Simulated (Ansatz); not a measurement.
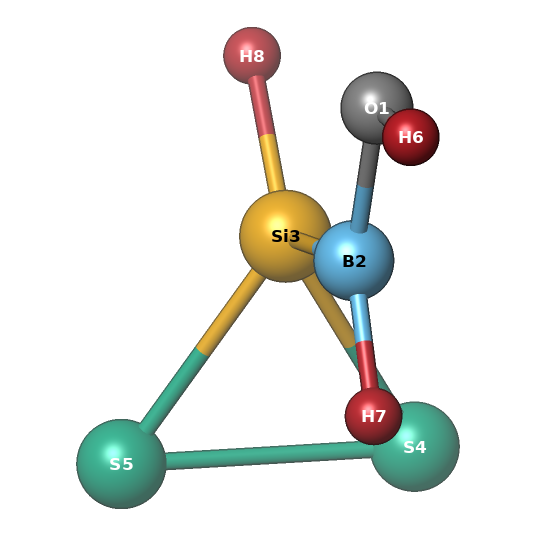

Si3 lies behind B2. The molecule seen a little off the B2–Si3 bond, B2 in front. Atoms fade into the background with distance from the viewer. The geometry was computed by an optimisation with PBE-D4/def2-SVP. No frequency run is at hand to confirm it as a minimum.

Q: What is the torsion angle O1–B2–Si3–S4? The sign is positive where the front bond must turn clockwise to cover the back bond.

A: 144°, anticlinal.
